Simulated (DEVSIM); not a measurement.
Device: Mo/SiO2/p-InP capacitor, at 300 K.

```tsv
layer (left to right)	material	thickness (nm)	Na (cm⁻³)
1	SiO2	34.0	-
2	InP	19000	1.1e15
```

Metal gate on the left, work function 4.6 eV. Fixed charge at the semiconductor interface -2.2e11 cm⁻² (in units of +e); no interface traps.

The device is made up for the run: typed textbook-type constants, with dimensions and the other settings drawn at random. Values at 300 K.

```tsv
parameter	SiO2	InP
gap (eV)	9	1.344
affinity (eV)	0.9	4.38
permittivity	3.9	12.5
Nc (cm⁻³)	-	5.7e17
Nv (cm⁻³)	-	1.1e19
```

Simulated with DEVSIM: 1D Poisson equation in equilibrium, Boltzmann statistics, complete ionisation; no quantum confinement or tunnelling. Metal contacts follow the ideal Schottky-Mott rule: no Fermi-level pinning, no interface dipoles.

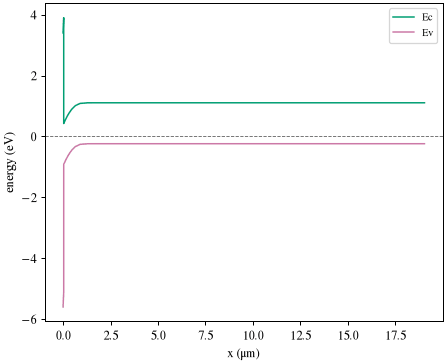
*Band edges at 0.3 V on the gate*

Energies count from the Fermi level of the right contact; mesh points crowd at the junctions.

```
x (μm)    Ec (eV)  Ev (eV)  n (cm⁻³)  p (cm⁻³)  field (V/cm)
--------  -------  -------  --------  --------  ------------
0.000       3.400   -5.600     < 1e2     < 1e2        150000
0.002070    3.431   -5.569     < 1e2     < 1e2        150000
0.007302    3.508   -5.492     < 1e2     < 1e2        150000
0.02015     3.699   -5.301     < 1e2     < 1e2        150000
0.03111     3.862   -5.138     < 1e2     < 1e2        150000
0.03364     3.899   -5.101     < 1e2     < 1e2        150000
0.03528     0.426   -0.918    3.9e10      4200         14000
0.04266     0.437   -0.907    2.6e10      6400         14000
0.05998     0.462   -0.882    1.0e10     16000         14000
0.1105      0.530   -0.814     7.0e8    240000         13000
0.2474      0.697   -0.647   1100000     1.5e8         11000
0.8942      1.084   -0.260     < 1e2    4.8e14          1500
2.496       1.106   -0.238     < 1e2    1.1e15           ≈ 0
7.079       1.106   -0.238     < 1e2    1.1e15           ≈ 0
15.71       1.106   -0.238     < 1e2    1.1e15           ≈ 0
17.87       1.106   -0.238     < 1e2    1.1e15           ≈ 0
18.63       1.106   -0.238     < 1e2    1.1e15           ≈ 0
18.89       1.106   -0.238     < 1e2    1.1e15           ≈ 0
19.00       1.106   -0.238     < 1e2    1.1e15           ≈ 0
19.02       1.106   -0.238     < 1e2    1.1e15           ≈ 0
19.03       1.106   -0.238     < 1e2    1.1e15           ≈ 0
19.03       1.106   -0.238     < 1e2    1.1e15           ≈ 0
```
